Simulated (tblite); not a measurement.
# Geometry relaxation of C₆H₁₄N₂Si₂ (part 4 of 4)

C₆H₁₄N₂Si₂; GFN2-xTB geometry optimisation, gas phase (tblite 0.8.0). It belongs to a series of runs on one base structure; here: constitutional isomer.

Geometry of the input (Å):
```
C  -1.1943  -2.2897  0.2836
Si -1.2055  -0.6645  -0.6306
Si -2.2042  0.9556  0.5192
N  -1.9296  2.4836  -0.4057
C  0.4886  -0.0792  -1.0784
C  1.1241  0.9121  -0.1200
C  2.4531  0.2688  -0.5188
C  3.4694  0.2218  0.5206
N  4.2727  0.1721  1.3391
C  1.6421  -1.0063  -0.6868
H  -0.2097  -2.7403  0.3960
H  -1.6706  -2.1973  1.2944
H  -1.8610  -3.0024  -0.2641
H  -1.9521  -0.8788  -1.8798
H  -1.6401  1.0230  1.8616
H  -3.6577  0.6878  0.7034
H  -2.2000  3.3159  0.1524
H  -2.4512  2.3772  -1.3031
H  0.5875  0.2890  -2.1302
H  1.0682  1.9660  -0.4265
H  0.8165  0.7032  0.9206
H  2.8268  0.6721  -1.4856
H  1.9846  -1.6700  -1.4925
H  1.4306  -1.5001  0.2721
```

### Trajectory as extended XYZ, continued
```
24
Properties=species:S:1:pos:R:3:forces:R:3 step=159 energy=-795.46091
C    -0.7085   -2.0794    0.6792    0.0160   0.0050   0.0010
Si   -1.1686   -0.7057   -0.5515   -0.0100  -0.0030   0.0170
Si   -2.3809    0.9563    0.5119    0.0210  -0.0160  -0.0120
N    -2.0901    2.4018   -0.3900   -0.0250  -0.0040  -0.0090
C     0.4344    0.0587   -1.2768    0.0000  -0.0300  -0.0070
C     1.1559    1.0261   -0.3213    0.0100   0.0030   0.0020
C     2.3886    0.0986   -0.3051    0.0100  -0.0260  -0.0270
C     2.6248   -0.5194    0.9653    0.0210  -0.0180   0.0020
N     2.7836   -1.0220    1.9815   -0.0110   0.0000   0.0050
C     1.6969   -0.8241   -1.3325   -0.0040  -0.0140  -0.0110
H    -0.3391   -2.9711    0.1799   -0.0020   0.0090   0.0060
H     0.0587   -1.7522    1.3761    0.0010  -0.0090   0.0120
H    -1.5761   -2.3722    1.2628   -0.0010  -0.0170   0.0070
H    -1.8431   -1.3664   -1.6937    0.0120   0.0210  -0.0060
H    -1.9474    1.3157    1.8690   -0.0120   0.0020  -0.0180
H    -3.8080    0.6007    0.6357   -0.0160  -0.0020  -0.0040
H    -2.5160    3.2605   -0.0790    0.0120  -0.0010   0.0100
H    -2.1261    2.3603   -1.3957   -0.0100   0.0110   0.0060
H     0.2221    0.5231   -2.2410    0.0030  -0.0020  -0.0050
H     1.3580    2.0101   -0.7377    0.0120   0.0290  -0.0020
H     0.6844    1.1522    0.6519    0.0020   0.0340   0.0180
H     3.3178    0.5562   -0.6540   -0.0030   0.0050   0.0040
H     2.1980   -0.8372   -2.3001   -0.0160  -0.0040   0.0200
H     1.5691   -1.8511   -0.9938   -0.0100   0.0270  -0.0100
24
Properties=species:S:1:pos:R:3:forces:R:3 step=165 energy=-795.46314
C    -0.6950   -2.0713    0.6866    0.0100  -0.0180   0.0280
Si   -1.1649   -0.6991   -0.5401    0.0140   0.0020  -0.0160
Si   -2.3915    0.9554    0.5149   -0.0400  -0.0140  -0.0110
N    -2.1117    2.4013   -0.3870    0.0160   0.0060   0.0040
C     0.4363    0.0623   -1.2737   -0.0060   0.0280  -0.0060
C     1.1734    1.0296   -0.3274   -0.0050   0.0010  -0.0120
C     2.3906    0.0795   -0.3056    0.0090   0.0260   0.0260
C     2.6128   -0.5422    0.9665   -0.0110   0.0110   0.0070
N     2.7552   -1.0376    1.9889   -0.0020  -0.0010  -0.0310
C     1.6923   -0.8277   -1.3410   -0.0020   0.0330   0.0170
H    -0.2949   -2.9497    0.1877   -0.0030   0.0040  -0.0040
H     0.0530   -1.7319    1.3987   -0.0090  -0.0090   0.0100
H    -1.5643   -2.3925    1.2531    0.0040  -0.0020   0.0040
H    -1.8298   -1.3562   -1.6913    0.0040   0.0120   0.0140
H    -1.9832    1.3222    1.8759    0.0200   0.0060   0.0040
H    -3.8188    0.5923    0.6295   -0.0040  -0.0130  -0.0140
H    -2.5336    3.2617   -0.0759    0.0020  -0.0060   0.0010
H    -2.1332    2.3615   -1.3926   -0.0200   0.0160  -0.0070
H     0.2165    0.5248   -2.2375   -0.0020   0.0080   0.0020
H     1.3962    2.0040   -0.7600    0.0060  -0.0210   0.0050
H     0.7053    1.1870    0.6442    0.0110  -0.0160  -0.0160
H     3.3250    0.5319   -0.6470    0.0220  -0.0280   0.0050
H     2.1953   -0.8279   -2.3063   -0.0130  -0.0090  -0.0250
H     1.5570   -1.8576   -1.0195    0.0000  -0.0160   0.0170
24
Properties=species:S:1:pos:R:3:forces:R:3 step=171 energy=-795.46545
C    -0.6798   -2.0725    0.6970   -0.0090   0.0150  -0.0050
Si   -1.1537   -0.6924   -0.5233    0.0040   0.0030   0.0080
Si   -2.4077    0.9557    0.5088    0.0050   0.0050   0.0010
N    -2.1239    2.4054   -0.3888   -0.0090  -0.0050   0.0030
C     0.4388    0.0752   -1.2696    0.0060   0.0020   0.0070
C     1.1936    1.0373   -0.3332    0.0070   0.0080  -0.0070
C     2.3971    0.0704   -0.3080   -0.0040  -0.0010  -0.0040
C     2.5987   -0.5551    0.9649    0.0070  -0.0010  -0.0050
N     2.7267   -1.0547    1.9869    0.0000  -0.0090   0.0010
C     1.6861   -0.8259   -1.3446    0.0010  -0.0100   0.0010
H    -0.2734   -2.9418    0.1870    0.0040   0.0030   0.0090
H     0.0619   -1.7377    1.4171    0.0050  -0.0030   0.0050
H    -1.5486   -2.4073    1.2561   -0.0100   0.0060  -0.0020
H    -1.8111   -1.3536   -1.6746   -0.0120  -0.0050  -0.0090
H    -2.0107    1.3308    1.8725   -0.0070  -0.0070  -0.0210
H    -3.8340    0.5806    0.5990    0.0090  -0.0050   0.0020
H    -2.5363    3.2642   -0.0607    0.0030   0.0050   0.0060
H    -2.1776    2.3763   -1.3941   -0.0050  -0.0040   0.0040
H     0.2107    0.5369   -2.2319   -0.0010   0.0000   0.0100
H     1.4353    2.0019   -0.7755   -0.0130   0.0150  -0.0090
H     0.7302    1.2116    0.6375    0.0100  -0.0120  -0.0070
H     3.3438    0.5018   -0.6437   -0.0030  -0.0070   0.0060
H     2.1803   -0.8321   -2.3152    0.0050   0.0070   0.0090
H     1.5419   -1.8552   -1.0226    0.0060  -0.0010  -0.0030
24
Properties=species:S:1:pos:R:3:forces:R:3 step=178 energy=-795.46583
C    -0.6795   -2.0707    0.7013   -0.0040   0.0100  -0.0070
Si   -1.1501   -0.6908   -0.5205    0.0000   0.0000   0.0120
Si   -2.4094    0.9548    0.5072    0.0050   0.0070   0.0040
N    -2.1287    2.4058   -0.3885   -0.0020  -0.0060  -0.0010
C     0.4411    0.0769   -1.2682    0.0040  -0.0040   0.0000
C     1.2002    1.0399   -0.3366   -0.0020  -0.0030   0.0060
C     2.4001    0.0685   -0.3091   -0.0020   0.0020  -0.0050
C     2.5958   -0.5587    0.9642    0.0020   0.0000  -0.0070
N     2.7189   -1.0610    1.9854    0.0010  -0.0040  -0.0030
C     1.6872   -0.8254   -1.3466    0.0090  -0.0040  -0.0030
H    -0.2695   -2.9391    0.1931    0.0000  -0.0030   0.0010
H     0.0590   -1.7386    1.4259   -0.0040   0.0080   0.0050
H    -1.5522   -2.4063    1.2540   -0.0040   0.0050   0.0030
H    -1.8111   -1.3520   -1.6704   -0.0020  -0.0040  -0.0060
H    -2.0203    1.3320    1.8715    0.0030  -0.0040  -0.0040
H    -3.8335    0.5740    0.5938   -0.0080  -0.0080   0.0010
H    -2.5373    3.2656   -0.0579    0.0010  -0.0020   0.0000
H    -2.1864    2.3756   -1.3935   -0.0060   0.0080   0.0010
H     0.2091    0.5391   -2.2291    0.0030  -0.0050  -0.0050
H     1.4394    2.0041   -0.7824    0.0030  -0.0090   0.0030
H     0.7403    1.2150    0.6351   -0.0050   0.0050   0.0050
H     3.3500    0.4947   -0.6418    0.0020  -0.0010   0.0000
H     2.1810   -0.8273   -2.3172    0.0050   0.0020   0.0030
H     1.5441   -1.8564   -1.0286    0.0010   0.0090  -0.0020
24
Properties=species:S:1:pos:R:3:forces:R:3 step=184 energy=-795.46613
C    -0.6787   -2.0632    0.7087   -0.0030  -0.0060   0.0040
Si   -1.1478   -0.6894   -0.5189   -0.0070  -0.0090  -0.0130
Si   -2.4131    0.9527    0.5059    0.0020  -0.0080  -0.0090
N    -2.1336    2.4025   -0.3912   -0.0020   0.0060   0.0010
C     0.4425    0.0788   -1.2677   -0.0020  -0.0010  -0.0050
C     1.2030    1.0400   -0.3355    0.0080  -0.0010   0.0000
C     2.4008    0.0663   -0.3091    0.0060  -0.0130   0.0020
C     2.5905   -0.5702    0.9604    0.0050  -0.0030   0.0110
N     2.7102   -1.0811    1.9778    0.0000   0.0020  -0.0100
C     1.6896   -0.8215   -1.3527   -0.0020   0.0000   0.0010
H    -0.2572   -2.9310    0.2082   -0.0030   0.0060   0.0020
H     0.0491   -1.7243    1.4410    0.0010   0.0080   0.0010
H    -1.5552   -2.4023    1.2530   -0.0050  -0.0020   0.0030
H    -1.8078   -1.3545   -1.6688    0.0090   0.0030   0.0080
H    -2.0234    1.3305    1.8689    0.0030   0.0040   0.0110
H    -3.8355    0.5639    0.5948    0.0000   0.0030  -0.0030
H    -2.5399    3.2632   -0.0609   -0.0040   0.0040   0.0070
H    -2.1885    2.3745   -1.3963   -0.0070  -0.0030  -0.0030
H     0.2074    0.5423   -2.2271    0.0000   0.0050  -0.0060
H     1.4449    2.0017   -0.7838    0.0080   0.0090  -0.0010
H     0.7448    1.2200    0.6363   -0.0070  -0.0080  -0.0020
H     3.3542    0.4890   -0.6366   -0.0050   0.0110   0.0030
H     2.1850   -0.8136   -2.3225   -0.0050  -0.0050   0.0010
H     1.5469   -1.8547   -1.0427    0.0070   0.0000  -0.0040
24
Properties=species:S:1:pos:R:3:forces:R:3 step=190 energy=-795.46640
C    -0.6807   -2.0577    0.7176    0.0070  -0.0030   0.0090
Si   -1.1449   -0.6908   -0.5192    0.0040   0.0100   0.0000
Si   -2.4124    0.9514    0.5021   -0.0040   0.0000   0.0020
N    -2.1381    2.4026   -0.3946    0.0000   0.0010   0.0020
C     0.4442    0.0808   -1.2689    0.0000   0.0020  -0.0010
C     1.2054    1.0393   -0.3338   -0.0080  -0.0020  -0.0030
C     2.4024    0.0643   -0.3093   -0.0020   0.0120   0.0000
C     2.5889   -0.5807    0.9561   -0.0060   0.0020  -0.0120
N     2.7032   -1.1023    1.9685    0.0090  -0.0060   0.0210
C     1.6924   -0.8174   -1.3585   -0.0020   0.0030  -0.0030
H    -0.2511   -2.9249    0.2234    0.0000  -0.0010   0.0040
H     0.0401   -1.7124    1.4542   -0.0070   0.0010  -0.0040
H    -1.5602   -2.3989    1.2563    0.0030   0.0040  -0.0030
H    -1.8018   -1.3625   -1.6652    0.0020  -0.0030  -0.0110
H    -2.0219    1.3301    1.8657   -0.0030   0.0010  -0.0050
H    -3.8340    0.5583    0.5914    0.0060   0.0070   0.0000
H    -2.5435    3.2627   -0.0612   -0.0030  -0.0020   0.0000
H    -2.1967    2.3753   -1.3996   -0.0080   0.0010   0.0040
H     0.2064    0.5476   -2.2265    0.0030  -0.0020   0.0050
H     1.4503    2.0021   -0.7799   -0.0030  -0.0080   0.0070
H     0.7447    1.2171    0.6374    0.0040  -0.0030  -0.0040
H     3.3553    0.4915   -0.6314    0.0050  -0.0020  -0.0020
H     2.1877   -0.8030   -2.3280    0.0030  -0.0010  -0.0090
H     1.5524   -1.8527   -1.0556   -0.0030  -0.0110   0.0030
24
Properties=species:S:1:pos:R:3:forces:R:3 step=196 energy=-795.46679
C    -0.6823   -2.0484    0.7223   -0.0060   0.0110  -0.0120
Si   -1.1423   -0.6880   -0.5248   -0.0010  -0.0070   0.0020
Si   -2.4153    0.9501    0.4983    0.0020   0.0040   0.0010
N    -2.1501    2.4069   -0.3922    0.0000  -0.0010  -0.0060
C     0.4492    0.0803   -1.2720   -0.0010  -0.0010   0.0020
C     1.2102    1.0354   -0.3338    0.0040  -0.0020   0.0030
C     2.4067    0.0601   -0.3114    0.0000  -0.0110  -0.0040
C     2.5955   -0.5885    0.9519    0.0070  -0.0020   0.0070
N     2.7160   -1.1131    1.9622    0.0000   0.0030   0.0020
C     1.6954   -0.8210   -1.3609   -0.0010  -0.0070   0.0010
H    -0.2317   -2.9117    0.2407    0.0000  -0.0010  -0.0050
H     0.0194   -1.6905    1.4708   -0.0010   0.0000   0.0060
H    -1.5682   -2.3988    1.2443    0.0050   0.0030   0.0040
H    -1.7932   -1.3629   -1.6732    0.0030  -0.0010   0.0030
H    -2.0260    1.3296    1.8617    0.0010  -0.0050   0.0010
H    -3.8354    0.5536    0.5866   -0.0030  -0.0030   0.0030
H    -2.5516    3.2641   -0.0471   -0.0030   0.0020   0.0030
H    -2.2307    2.3843   -1.3956   -0.0010   0.0040  -0.0080
H     0.2145    0.5480   -2.2295   -0.0010   0.0080  -0.0030
H     1.4573    1.9999   -0.7739   -0.0080   0.0020  -0.0080
H     0.7481    1.2094    0.6371    0.0030  -0.0030   0.0090
H     3.3598    0.4863   -0.6346    0.0000   0.0020   0.0000
H     2.1908   -0.8097   -2.3309   -0.0040  -0.0020   0.0080
H     1.5522   -1.8556   -1.0551    0.0020   0.0050  -0.0100
24
Properties=species:S:1:pos:R:3:forces:R:3 step=202 energy=-795.46695
C    -0.6808   -2.0432    0.7223   -0.0010  -0.0050   0.0040
Si   -1.1431   -0.6878   -0.5288   -0.0060  -0.0050   0.0020
Si   -2.4170    0.9503    0.4938   -0.0010  -0.0010  -0.0050
N    -2.1538    2.4081   -0.3962   -0.0050   0.0010   0.0010
C     0.4496    0.0797   -1.2727   -0.0020  -0.0010   0.0040
C     1.2089    1.0314   -0.3300    0.0040  -0.0010   0.0030
C     2.4064    0.0571   -0.3106    0.0040   0.0000  -0.0010
C     2.5999   -0.5920    0.9520   -0.0020   0.0030  -0.0050
N     2.7235   -1.1165    1.9619    0.0020   0.0000   0.0070
C     1.6952   -0.8227   -1.3610    0.0010   0.0020   0.0000
H    -0.2331   -2.9092    0.2421   -0.0040   0.0070   0.0040
H     0.0239   -1.6836    1.4676    0.0020   0.0010  -0.0060
H    -1.5640   -2.3906    1.2511    0.0010   0.0010  -0.0070
H    -1.7892   -1.3661   -1.6776   -0.0020  -0.0020   0.0030
H    -2.0241    1.3276    1.8568    0.0010  -0.0020   0.0000
H    -3.8371    0.5536    0.5862    0.0020  -0.0020   0.0010
H    -2.5465    3.2655   -0.0411   -0.0010   0.0010  -0.0040
H    -2.2488    2.3910   -1.3986    0.0010   0.0000   0.0000
H     0.2173    0.5515   -2.2289    0.0030  -0.0010   0.0010
H     1.4526    1.9980   -0.7676    0.0030   0.0000   0.0050
H     0.7468    1.2003    0.6419    0.0030   0.0000   0.0010
H     3.3580    0.4859   -0.6350    0.0020  -0.0010  -0.0010
H     2.1921   -0.8108   -2.3298   -0.0020  -0.0010  -0.0040
H     1.5516   -1.8577   -1.0571   -0.0030   0.0030  -0.0020
```

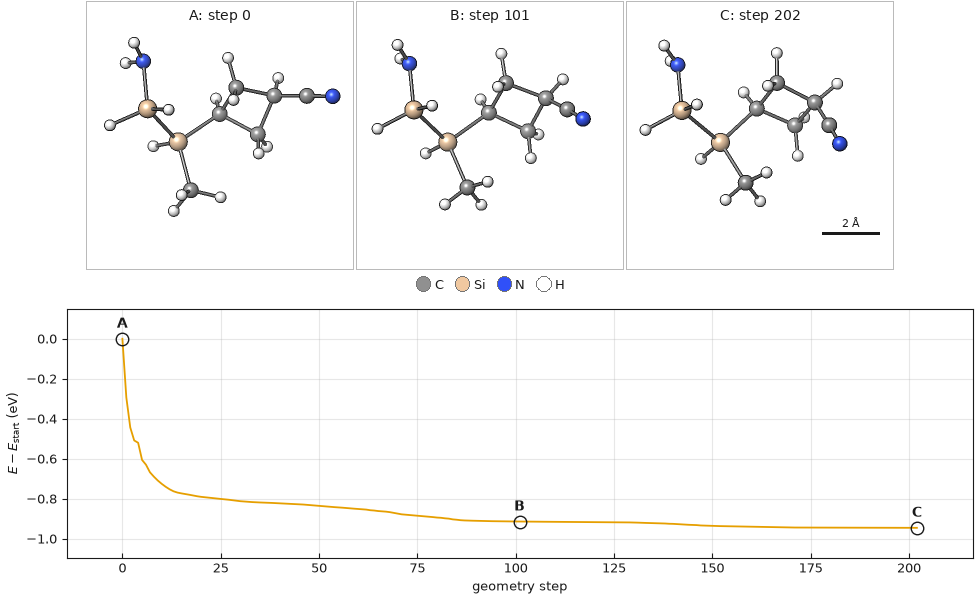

Figure 1. Frames of the relaxation (ball-and-stick view, seen at a tilt) above the curves, on which the letters mark them (steps are counted from 0).

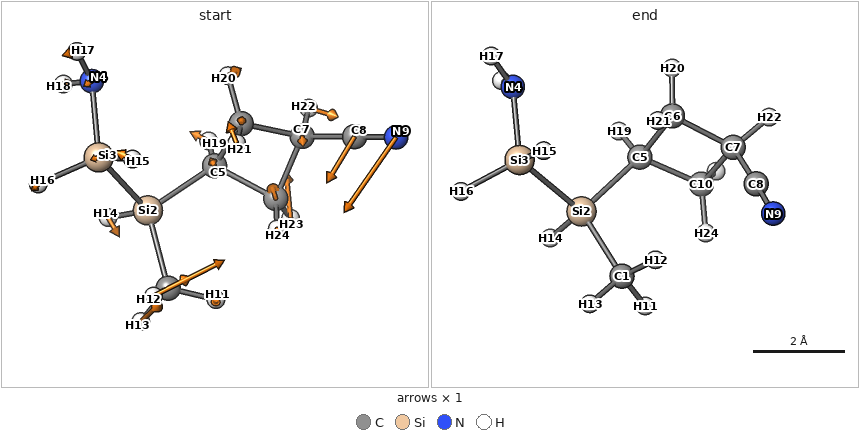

Figure 2. Before (left) and after (right) the relaxation, at one scale (ball-and-stick view, seen at a tilt). The orange arrows give the displacements, at true length. After 202 geometry steps the energy has fallen by 0.945 eV. Largest force component: 1.7 eV/Å at the start, 0.007 eV/Å at the end. The atom that moves furthest after the best rigid fit is N9 (2.11 Å). Largest moves by element: N 2.11 Å, H 1.78 Å, C 1.26 Å, Si 0.21 Å. Distances before and after: Si2–Si3 2.224 → 2.313 Å, Si3–N4 1.807 → 1.728 Å, Si2–C5 1.847 → 1.918 Å, C1–Si2 1.865 → 1.902 Å. Among the angles that change: Si3–N4–H18 106.1° → 118.9°, N4–Si3–H15 111.9° → 102.7°, Si3–N4–H17 111.3° → 118.5°. (Atoms are counted from 1 in the order of the input.)

### Results in brief

| quantity | value |
| --- | --- |
| outcome | converged |
| total energy | −795.4670 eV |
| hardware | 1 CPU thread, shared host |
| wall time | 4.3 s |
| peak memory | 0.18 GiB |
